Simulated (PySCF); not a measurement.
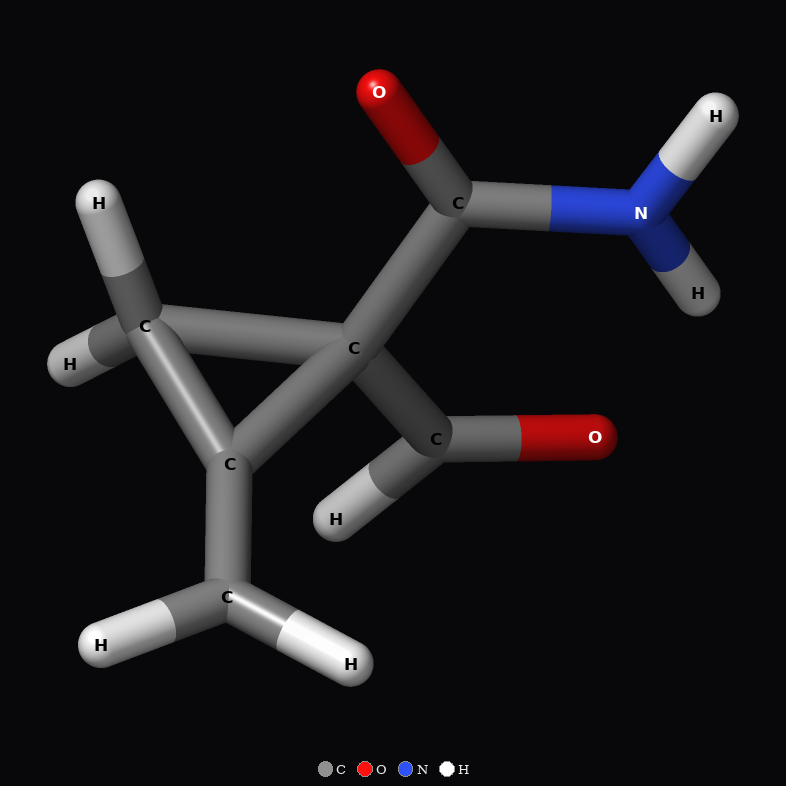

The picture shows a molecular structure as a stick model.

The geometry was computed by an optimisation with GFN2-xTB. No frequency run is at hand to confirm it as a minimum.

What does the picture show?

The molecule is C6H7NO2. Its SMILES string is `C=C1C[C@@]1(C=O)C(N)=O`. Independent rings (smallest set): 1 of 3 members. Among its groups: aldehyde, amide, alkene. The point group is C1. Coordination, clear cases only: 3 C trigonal planar.

The parts below concern this one geometry. Atoms keep their numbers from picture to picture.

### Shape

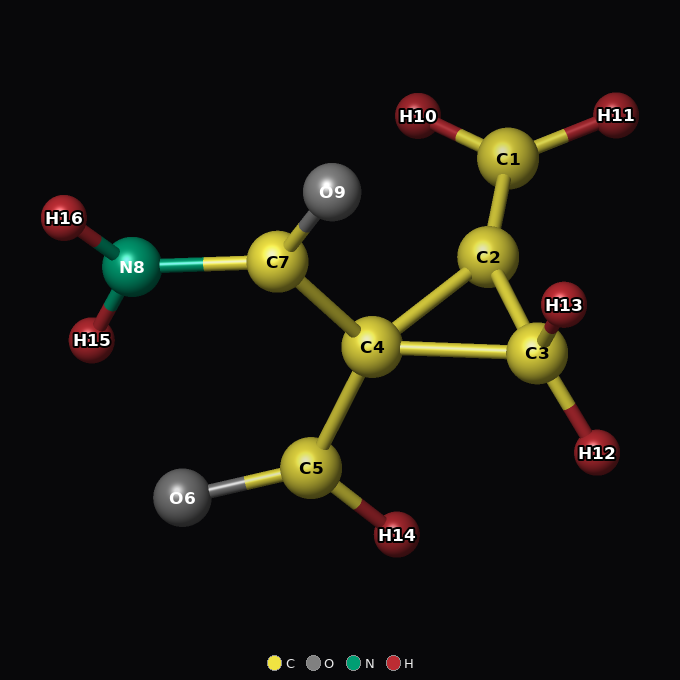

No frequency run is at hand to confirm it as a minimum.

Which atoms are bonded, and how long are the bonds?

```
  bond  length (Å)   order
 C1–C2       1.305  double
C1–H10       1.077  single
C1–H11       1.078  single
 C2–C3       1.440  single
 C2–C4       1.504  single
 C3–C4       1.540  single
C3–H12       1.081  single
C3–H13       1.082  single
 C4–C5       1.464  single
 C4–C7       1.517  single
 C5–O6       1.208  double
C5–H14       1.108  single
 C7–N8       1.344  single
 C7–O9       1.213  double
N8–H15       1.011  single
N8–H16       1.007  single
```

### NMR shielding

The questions are on isotropic NMR shieldings of the O atoms. No frequency run is at hand to confirm it as a minimum. Level of theory: GIAO PBE0/pcSseg-1 NMR shielding, non-relativistic, gas phase (PySCF 2.14.0).

Give the isotropic NMR shieldings of the O atoms atom by atom.

| atom | σ (ppm) |
| --- | --- |
| O6 | −281.0 |
| O9 | −54.0 |

### Electronic properties

No frequency run is at hand to confirm it as a minimum. Method: PBE0/def2-SVPD, gas phase (PySCF 2.14.0). Excitations: vertical, linear response.

Give the dipole moment at this level.

Answer. 2.14 D.

Give the LUMO energy (Kohn–Sham orbital) at this level.

Answer. −1.40 eV.

Estimate the lowest vertical singlet excitation.

Answer. 4.45 eV.

Estimate the mean static polarisability.

Answer. 84.3 bohr³.

### Ring current

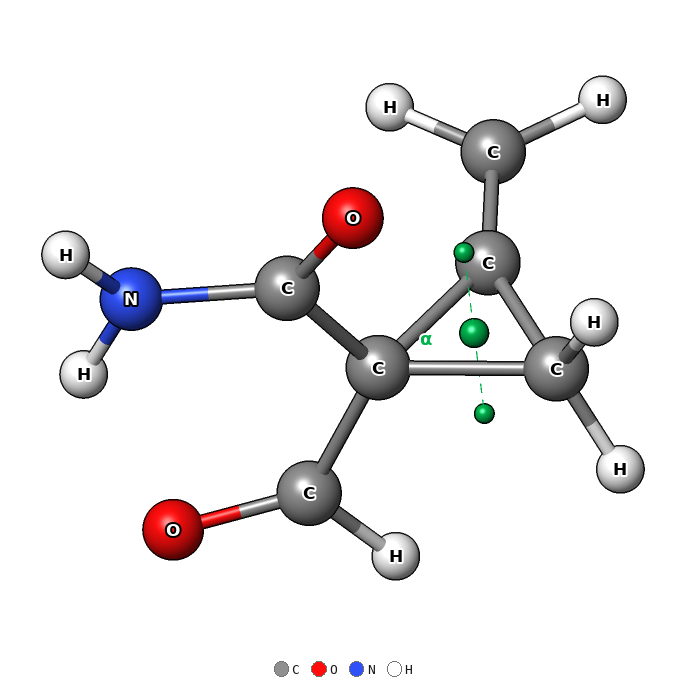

The small points mark where nucleus-independent chemical shifts (NICS) were computed: at the centre of each lettered ring and 1 Å above and below it. No frequency run is at hand to confirm it as a minimum. Properties computed with GIAO PBE0/pcSseg-1 NMR shielding, non-relativistic, gas phase (PySCF 2.14.0).

Give NICS(0), NICS(1) and the out-of-plane component NICS(1)zz for each ring (means of the two sides).

```csv
ring,members,NICS(0),NICS(1),NICS(1)zz
α,C3,−30.9,−7.7,−20.9
```

Values in ppm.
